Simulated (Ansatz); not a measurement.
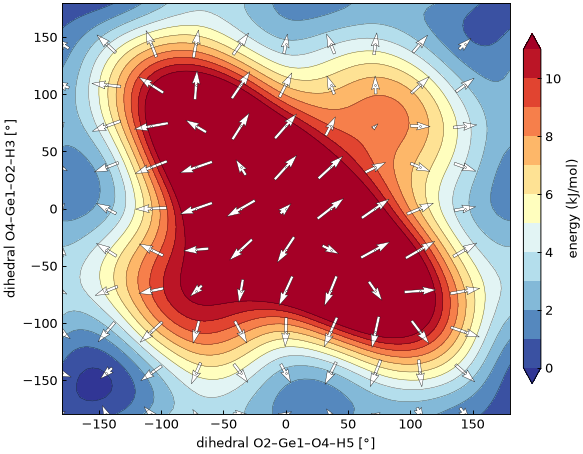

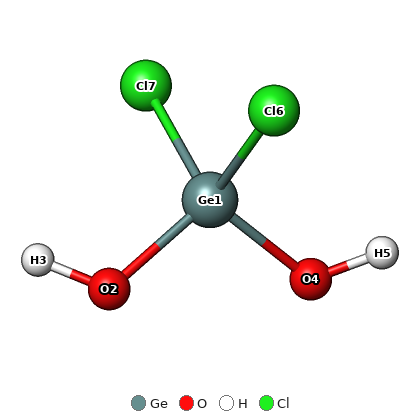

Energy landscape of Ge(OH)2Cl2. Coordinates scanned: (1) dihedral O2–Ge1–O4–H5; (2) dihedral O4–Ge1–O2–H3. Nothing is relaxed (all other coordinates rigid). The scan uses a 10 × 10 grid; 55 points were computed and 45 follow by symmetry. Points are written as (first, second). Energies: kJ/mol, counted from the lowest grid point. All numbers below come from RKS PBE0-D4/def2-SVP in Ansatz 0.2.0.

Drawn: filled contours, dots at the grid points, arrows along the force (downhill), their lengths compressed, one colour for all values above the top of the scale. Between grid points the surface is interpolated. The second picture is the structure at the lowest point.

Summarise what can be read from the map.

The lowest grid point is at (−144°, −144°). The bottom of the well lies between grid points, at about (−155°, −155°), about 0.26 kJ/mol lower on the interpolated surface. A higher local minimum lies near (−180°, 36°) (1.6 kJ/mol above the lowest at that grid point). The highest grid point, (0°, 0°), lies 22.6 kJ/mol above the lowest. On the interpolated surface the easiest way out of the lowest well to the well at about (−170°, 20°) passes a barrier of about 2.7 kJ/mol, counted from the interpolated bottom of the well. Round the minimum the contours are nearly round: the two directions are equally stiff and uncoupled.

The input of one point:

```yaml
crystal:
  periodic: [false, false, false]
  atoms:
    - { symbol: Ge, position_ang: [-0.099854, 0.002051, -0.069924] }
    - { symbol: O, position_ang: [-0.032377, 0.066036, 1.670962] }
    - { symbol: H, position_ang: [-0.760519, -0.406733, 2.091069] }
    - { symbol: O, position_ang: [1.556938, -0.097125, -0.603342] }
    - { symbol: H, position_ang: [1.715855, 0.387262, -1.422065] }
    - { symbol: Cl, position_ang: [-1.02663, 1.739213, -0.912353] }
    - { symbol: Cl, position_ang: [-1.255324, -1.692676, -0.68565] }
basis:
  gaussian: { orbitals: def2-SVP }
hamiltonian:
  xc: pbe0
  dispersion: d4
output:
  forces: true
```

Each point was launched as `ansatz run input.yaml --threads 1 --pin off --max-ram 2560MiB --backend cpu --events-out ev --progress --plain --runs-dir out`. The whole map (55 points run) took 6.1 min on 1 thread of Arm Neoverse V2 (shared host).
